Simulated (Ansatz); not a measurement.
## Geometry relaxation, with input and output: C$_{3}$H$_{7}$FGe

System: C$_{3}$H$_{7}$FGe, SMILES C=C[CH2][GeH2][F].
Method: RKS PBE0-D4/def2-TZVP (Ansatz 0.2.0).

The geometry: PBE-D4/def2-SVP start. Figures and captions count atoms from 1; the log counts them from 0 in places.

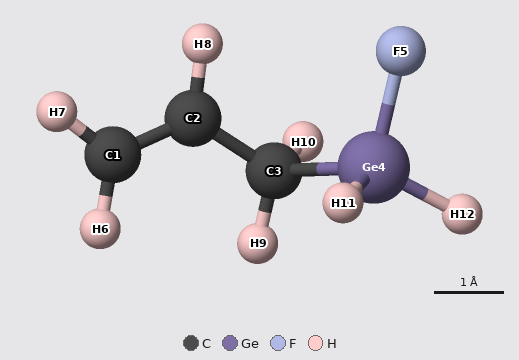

*The starting structure (ball-and-stick view, seen at a tilt; atoms are numbered from 1 in the order of the input). Sticks mark near contacts.*

## Key numbers

- outcome: converged
- total energy: −62449.5146 eV
- mean-field energy: −62449.3149 eV
- dispersion energy: −0.1998 eV
- SCF solution under orbital rotations: stable
- largest force (length of the vector) at the end: 0.003 eV/Å
- dipole moment: 2.25 D
- hardware: 4 threads of Arm Neoverse V1, 23 GiB of memory available, shared host
- wall time: 35 s (CPU time 2.2 min)
- peak memory: 0.62 GiB

## Input
```yaml
crystal:
  periodic: [false, false, false]
  atoms:
    - {symbol: C, position_ang: [-2.052422, -0.115245, 0.466058]}
    - {symbol: C, position_ang: [-1.028251, 0.025369, -0.395839]}
    - {symbol: C, position_ang: [0.262386, -0.730345, -0.343980]}
    - {symbol: Ge, position_ang: [1.759466, 0.446326, 0.178478]}
    - {symbol: F, position_ang: [1.822370, 1.719971, -1.045673]}
    - {symbol: H, position_ang: [-2.021245, -0.850488, 1.287612]}
    - {symbol: H, position_ang: [-2.961417, 0.499534, 0.379320]}
    - {symbol: H, position_ang: [-1.106115, 0.780589, -1.199497]}
    - {symbol: H, position_ang: [0.226949, -1.568953, 0.383625]}
    - {symbol: H, position_ang: [0.537567, -1.147410, -1.336219]}
    - {symbol: H, position_ang: [1.500126, 1.157227, 1.532870]}
    - {symbol: H, position_ang: [3.137486, -0.271876, 0.127245]}
basis:
  gaussian: {orbitals: def2-TZVP}
hamiltonian: {xc: pbe0, dispersion: d4}
relax: {f_tol: 0.005, max_steps: 150}
```

Launched with:
```bash
ansatz run in.yaml --threads 4 --pin off --events-out ev --progress --plain --max-ram 10444MiB
```

## Output
```
Functional definition: PBE0
  name "PBE0"
  cite "Adamo & Barone, J. Chem. Phys. 110, 6158 (1999) doi:10.1063/1.478522"
  cite "Perdew, Burke & Ernzerhof, Phys. Rev. Lett. 77, 3865 (1996) doi:10.1103/PhysRevLett.77.3865"
  parent pbe
  parameter a = 0.25
  parameter kappa = 0.804
  parameter beta = 0.06672455060314922
  exchange = (1 - a)*pbe_x(kappa = kappa, mu = beta*pi^2/3) + a*exact_x
  correlation = pbe_c(beta = beta)
1405 factors; their error is unknown
mean field evaluation 1: about -62439.8980 eV, gradient 6.6e1 eV
mean field evaluation 2: about -62432.1130 eV, gradient 9.2e1 eV
mean field evaluation 4: about -62448.9392 eV, gradient 5.4e0 eV
mean field evaluation 8: about -62449.2635 eV, gradient 4.4e-1 eV
mean field evaluation 16: about -62449.2638 eV, gradient 2.5e-5 eV
mean field -62449.26380031 eV, -2294.9681150302 hartree, gradient 2.5e-5 eV, S^2 0.000000; 0 other end points of the search recorded, 0 dependent functions left out
the calculation of the forces begins
reference -62449.26383223 eV, -2294.9681162032 hartree; 33, 33 occupied and 181, 181 virtual orbitals, 1405 factors
relax step   1: F+E_penalty+E_count = -62449.46206876 eV  Δ(F+E_penalty+E_count) = +0.000e0 eV  max|allowed force component| = 5.573e-1 eV/Å  Δτ_max = 0.0000 Å  (28 SCF iters, accepted)
these checks for a lower state are left out or cut short: starts, cluster_reference, orbital_swaps, neighbouring_geometries, increment
1405 factors; their error is unknown
mean field -62449.31132964 eV, -2294.9698617009 hartree, gradient 8.1e-6 eV, S^2 0.000000; 0 other end points of the search recorded, 0 dependent functions left out
the calculation of the forces begins
reference -62449.31136130 eV, -2294.9698628641 hartree; 33, 33 occupied and 181, 181 virtual orbitals, 1405 factors
relax step   2: F+E_penalty+E_count = -62449.51063810 eV  Δ(F+E_penalty+E_count) = -4.857e-2 eV  max|allowed force component| = 1.905e-1 eV/Å  Δτ_max = 0.0307 Å  (33 SCF iters, accepted)
these checks for a lower state are left out or cut short: starts, cluster_reference, orbital_swaps, neighbouring_geometries, increment
1405 factors; their error is unknown
mean field -62449.31415312 eV, -2294.9699654619 hartree, gradient 8.0e-6 eV, S^2 0.000000; 0 other end points of the search recorded, 0 dependent functions left out
the calculation of the forces begins
reference -62449.31418471 eV, -2294.9699666227 hartree; 33, 33 occupied and 181, 181 virtual orbitals, 1405 factors
relax step   3: F+E_penalty+E_count = -62449.51396349 eV  Δ(F+E_penalty+E_count) = -3.325e-3 eV  max|allowed force component| = 5.405e-2 eV/Å  Δτ_max = 0.0185 Å  (33 SCF iters, accepted)
these checks for a lower state are left out or cut short: starts, cluster_reference, orbital_swaps, neighbouring_geometries, increment
1405 factors; their error is unknown
mean field evaluation 32: about -62449.0450 eV, gradient 8.0e-1 eV
mean field -62449.31448332 eV, -2294.9699775964 hartree, gradient 8.0e-6 eV, S^2 0.000000; 0 other end points of the search recorded, 0 dependent functions left out
the calculation of the forces begins
reference -62449.31451490 eV, -2294.9699787570 hartree; 33, 33 occupied and 181, 181 virtual orbitals, 1405 factors
relax step   4: F+E_penalty+E_count = -62449.51431951 eV  Δ(F+E_penalty+E_count) = -3.560e-4 eV  max|allowed force component| = 3.474e-2 eV/Å  Δτ_max = 0.0083 Å  (33 SCF iters, accepted)
these checks for a lower state are left out or cut short: starts, cluster_reference, orbital_swaps, neighbouring_geometries, increment
1405 factors; their error is unknown
mean field -62449.31482036 eV, -2294.9699899825 hartree, gradient 8.0e-6 eV, S^2 0.000000; 0 other end points of the search recorded, 0 dependent functions left out
the calculation of the forces begins
reference -62449.31485195 eV, -2294.9699911433 hartree; 33, 33 occupied and 181, 181 virtual orbitals, 1405 factors
relax step   5: F+E_penalty+E_count = -62449.51459264 eV  Δ(F+E_penalty+E_count) = -2.731e-4 eV  max|allowed force component| = 9.056e-3 eV/Å  Δτ_max = 0.0049 Å  (33 SCF iters, accepted)
these checks for a lower state are left out or cut short: starts, cluster_reference, orbital_swaps, neighbouring_geometries, increment
1405 factors; their error is unknown
mean field -62449.31483670 eV, -2294.9699905829 hartree, gradient 8.0e-6 eV, S^2 0.000000; 0 other end points of the search recorded, 0 dependent functions left out
the calculation of the forces begins
reference -62449.31486829 eV, -2294.9699917437 hartree; 33, 33 occupied and 181, 181 virtual orbitals, 1405 factors
relax step   6: F+E_penalty+E_count = -62449.51459779 eV  Δ(F+E_penalty+E_count) = -5.150e-6 eV  max|allowed force component| = 6.307e-3 eV/Å  Δτ_max = 0.0013 Å  (35 SCF iters, accepted)
these checks for a lower state are left out or cut short: starts, cluster_reference, orbital_swaps, neighbouring_geometries, increment
1405 factors; their error is unknown
mean field -62449.31482986 eV, -2294.9699903316 hartree, gradient 8.0e-6 eV, S^2 0.000000; 0 other end points of the search recorded, 0 dependent functions left out
the calculation of the forces begins
reference -62449.31486145 eV, -2294.9699914923 hartree; 33, 33 occupied and 181, 181 virtual orbitals, 1405 factors
relax step   7: F+E_penalty+E_count = -62449.51460201 eV  Δ(F+E_penalty+E_count) = -4.214e-6 eV  max|allowed force component| = 2.238e-3 eV/Å  Δτ_max = 0.0010 Å  (35 SCF iters, accepted)
1405 factors; their error is unknown
mean field evaluation 64: about -62449.3148 eV, gradient 4.7e-3 eV
```

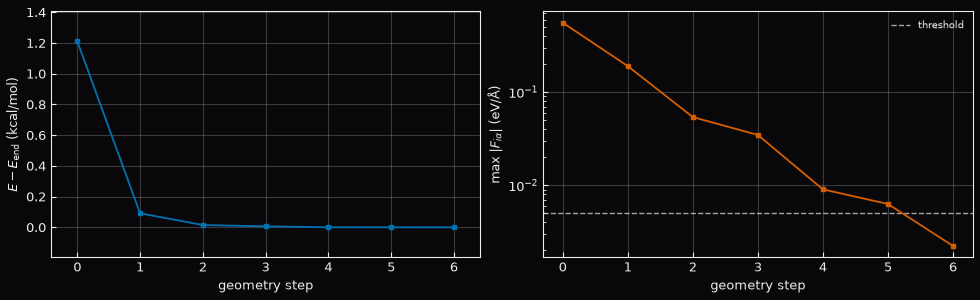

*Progress of the relaxation, step by step (the first geometry is step 0 here and step 1 in the log).*

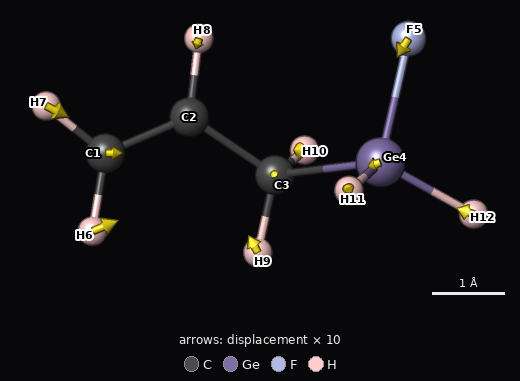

*The starting structure with the displacements as yellow arrows, magnified 10 times (ball-and-stick view, seen at a tilt). The two geometries are laid on each other by the best rigid fit.*

The atom that moves furthest after the best rigid fit is H6 (0.041 Å). Largest moves by element: H 0.041 Å, F 0.032 Å, C 0.026 Å, Ge 0.020 Å. Among the contacts that change: Ge4–F5 1.768 → 1.748 Å, C1–C2 1.346 → 1.327 Å, C3–Ge4 1.975 → 1.956 Å, C2–H8 1.106 → 1.088 Å. Over 6 geometry steps the energy falls by 1.21 kcal/mol. The largest force component goes from 0.56 to 0.0022 eV/Å. (Atoms are counted from 1 in the order of the input.)

```
mean field -62449.31482986 eV, -2294.9699903316 hartree, gradient 8.0e-6 eV, S^2 0.000000; 1 other end points of the search recorded, 0 dependent functions left out
the calculation of the forces begins
reference -62449.31486145 eV, -2294.9699914923 hartree; 33, 33 occupied and 181, 181 virtual orbitals, 1405 factors
Total energy: -62449.51463359 eV, -2294.9773329831 hartree
Atom 0 at    -2.027730    -0.114337     0.459741 Å, force    -0.000019     0.000225     0.000048 eV/Å
Atom 1 at    -1.023386     0.028982    -0.395688 Å, force     0.002238    -0.000860     0.000421 eV/Å
Atom 2 at     0.258212    -0.723048    -0.342558 Å, force    -0.002193     0.001444    -0.000593 eV/Å
Atom 3 at     1.742143     0.437277     0.183191 Å, force    -0.000937     0.000886    -0.000735 eV/Å
Atom 4 at     1.810652     1.695387    -1.028596 Å, force     0.000234    -0.000540     0.000432 eV/Å
Atom 5 at    -1.987270    -0.836262     1.269819 Å, force     0.000058    -0.000012     0.000085 eV/Å
Atom 6 at    -2.927031     0.483884     0.377614 Å, force     0.000168    -0.000006     0.000232 eV/Å
Atom 7 at    -1.107815     0.766681    -1.190420 Å, force    -0.000265     0.000043    -0.000435 eV/Å
Atom 8 at     0.209457    -1.550457     0.371319 Å, force     0.000088    -0.000671    -0.000240 eV/Å
Atom 9 at     0.522644    -1.135398    -1.320918 Å, force     0.000407    -0.000458     0.000322 eV/Å
Atom 10 at     1.495048     1.154173     1.519158 Å, force     0.000008    -0.000003     0.000357 eV/Å
Atom 11 at     3.111976    -0.262183     0.131340 Å, force     0.000214    -0.000048     0.000105 eV/Å
Dipole moment:    -0.068495    -0.399347     0.233859 e Å
```

## Trajectory as extended XYZ (Å, eV, eV/Å), 7 frames, from step=1 to step=7
```
12
Properties=species:S:1:pos:R:3:forces:R:3 step=1 energy=-62449.46207
C    -2.0524   -0.1152    0.4661    0.4020   0.0377  -0.3175
C    -1.0283    0.0254   -0.3958   -0.5573   0.1284   0.2636
C     0.2624   -0.7303   -0.3440    0.0554  -0.2288  -0.0527
Ge    1.7595    0.4463    0.1785   -0.0819   0.1311  -0.1665
F     1.8224    1.7200   -1.0457   -0.0047  -0.3913   0.3798
H    -2.0212   -0.8505    1.2876   -0.0002   0.3817  -0.4395
H    -2.9614    0.4995    0.3793    0.5081  -0.3314   0.0317
H    -1.1061    0.7806   -1.1995    0.0191  -0.4102   0.4344
H     0.2269   -1.5690    0.3836   -0.0114   0.4113  -0.3519
H     0.5376   -1.1474   -1.3362   -0.1768   0.1955   0.4701
H     1.5001    1.1572    1.5329    0.0710  -0.0843  -0.2428
H     3.1375   -0.2719    0.1272   -0.2235   0.1604  -0.0087
12
Properties=species:S:1:pos:R:3:forces:R:3 step=2 energy=-62449.51064
C    -2.0332   -0.1147    0.4617    0.0440   0.0001  -0.0402
C    -1.0248    0.0289   -0.3942   -0.1331   0.0348  -0.0026
C     0.2572   -0.7257   -0.3446    0.0491  -0.0696   0.0157
Ge    1.7448    0.4373    0.1869   -0.0080   0.1135  -0.1905
F     1.8211    1.7013   -1.0306   -0.0254  -0.1550   0.1496
H    -1.9956   -0.8421    1.2729   -0.0030   0.1083  -0.1099
H    -2.9352    0.4870    0.3766    0.1303  -0.0872   0.0184
H    -1.1110    0.7686   -1.1936    0.0217  -0.1051   0.1291
H     0.2136   -1.5560    0.3737   -0.0162   0.1140  -0.1028
H     0.5197   -1.1411   -1.3275   -0.0240   0.0729   0.1447
H     1.5031    1.1603    1.5220   -0.0129  -0.0232  -0.0219
H     3.1172   -0.2592    0.1307   -0.0225  -0.0035   0.0105
12
Properties=species:S:1:pos:R:3:forces:R:3 step=3 energy=-62449.51396
C    -2.0293   -0.1169    0.4565    0.0022   0.0187   0.0346
C    -1.0241    0.0255   -0.3971    0.0541   0.0467   0.0160
C     0.2584   -0.7237   -0.3405    0.0048  -0.0183  -0.0117
Ge    1.7433    0.4357    0.1824   -0.0414   0.0514  -0.0266
F     1.8032    1.6968   -1.0295    0.0115  -0.0408   0.0315
H    -1.9884   -0.8342    1.2699   -0.0106  -0.0290   0.0010
H    -2.9240    0.4875    0.3769   -0.0252  -0.0006  -0.0070
H    -1.1031    0.7706   -1.1848   -0.0122  -0.0096  -0.0328
H     0.2095   -1.5515    0.3725    0.0015  -0.0086   0.0065
H     0.5265   -1.1347   -1.3177   -0.0045  -0.0206  -0.0257
H     1.4918    1.1520    1.5168    0.0135   0.0082   0.0183
H     3.1131   -0.2624    0.1287    0.0063   0.0025  -0.0041
12
Properties=species:S:1:pos:R:3:forces:R:3 step=4 energy=-62449.51432
C    -2.0260   -0.1116    0.4619   -0.0272  -0.0347  -0.0223
C    -1.0211    0.0317   -0.3923   -0.0020  -0.0181  -0.0243
C     0.2586   -0.7228   -0.3409    0.0034   0.0115   0.0091
Ge    1.7426    0.4370    0.1829    0.0020   0.0053  -0.0018
F     1.8084    1.6943   -1.0301    0.0021  -0.0018   0.0026
H    -1.9908   -0.8400    1.2658    0.0108   0.0081   0.0250
H    -2.9272    0.4824    0.3747   -0.0059   0.0198   0.0113
H    -1.1065    0.7667   -1.1888    0.0068   0.0215  -0.0002
H     0.2091   -1.5503    0.3722    0.0011  -0.0096   0.0113
H     0.5222   -1.1348   -1.3191   -0.0010  -0.0043  -0.0160
H     1.4957    1.1543    1.5184    0.0023   0.0029   0.0044
H     3.1121   -0.2622    0.1293    0.0077  -0.0005   0.0010
12
Properties=species:S:1:pos:R:3:forces:R:3 step=5 energy=-62449.51459
C    -2.0282   -0.1148    0.4593    0.0025   0.0043   0.0036
C    -1.0228    0.0290   -0.3949   -0.0075  -0.0011  -0.0049
C     0.2582   -0.7235   -0.3421    0.0032  -0.0009   0.0027
Ge    1.7419    0.4372    0.1835    0.0020   0.0052  -0.0091
F     1.8097    1.6949   -1.0292   -0.0014  -0.0044   0.0055
H    -1.9889   -0.8371    1.2692   -0.0003   0.0008  -0.0031
H    -2.9266    0.4848    0.3770    0.0005  -0.0031   0.0006
H    -1.1067    0.7675   -1.1892    0.0010  -0.0008   0.0016
H     0.2094   -1.5513    0.3714   -0.0003   0.0012  -0.0001
H     0.5228   -1.1356   -1.3206   -0.0001   0.0014   0.0009
H     1.4959    1.1549    1.5192   -0.0013  -0.0009   0.0003
H     3.1121   -0.2613    0.1303    0.0017  -0.0018   0.0018
12
Properties=species:S:1:pos:R:3:forces:R:3 step=6 energy=-62449.51460
C    -2.0281   -0.1147    0.4595    0.0017   0.0031   0.0023
C    -1.0232    0.0290   -0.3954   -0.0011  -0.0028  -0.0011
C     0.2582   -0.7233   -0.3423   -0.0023   0.0027   0.0000
Ge    1.7420    0.4374    0.1834    0.0015   0.0030  -0.0063
F     1.8109    1.6953   -1.0289   -0.0020  -0.0035   0.0039
H    -1.9880   -0.8368    1.2695   -0.0002   0.0004  -0.0016
H    -2.9269    0.4843    0.3775    0.0006  -0.0023  -0.0001
H    -1.1075    0.7669   -1.1899    0.0003   0.0006   0.0001
H     0.2094   -1.5508    0.3714    0.0005   0.0002  -0.0001
H     0.5226   -1.1355   -1.3208    0.0007   0.0004   0.0012
H     1.4956    1.1546    1.5192   -0.0012  -0.0003   0.0003
H     3.1119   -0.2617    0.1308    0.0015  -0.0017   0.0015
12
Properties=species:S:1:pos:R:3:forces:R:3 step=7 energy=-62449.51460
C    -2.0277   -0.1143    0.4597    0.0000   0.0002   0.0000
C    -1.0234    0.0290   -0.3957    0.0022  -0.0009   0.0004
C     0.2582   -0.7230   -0.3426   -0.0022   0.0014  -0.0006
Ge    1.7421    0.4373    0.1832   -0.0009   0.0009  -0.0007
F     1.8107    1.6954   -1.0286    0.0002  -0.0005   0.0004
H    -1.9873   -0.8363    1.2698    0.0001   0.0000   0.0001
H    -2.9270    0.4839    0.3776    0.0002   0.0000   0.0002
H    -1.1078    0.7667   -1.1904   -0.0003   0.0000  -0.0004
H     0.2095   -1.5505    0.3713    0.0001  -0.0007  -0.0002
H     0.5226   -1.1354   -1.3209    0.0004  -0.0005   0.0003
H     1.4950    1.1542    1.5192    0.0000   0.0000   0.0004
H     3.1120   -0.2622    0.1313    0.0002   0.0000   0.0001
```

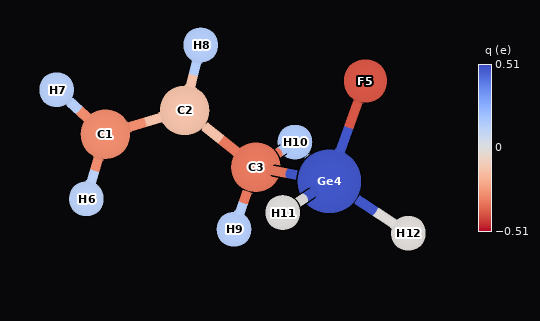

*Mulliken charges, as the colour of each atom (ball-and-stick view, seen at a tilt; atoms are numbered from 1 in the order of the input).*

By element: C −0.33 to −0.13, Ge +0.48, F −0.40 and H −0.01 to +0.15 e.
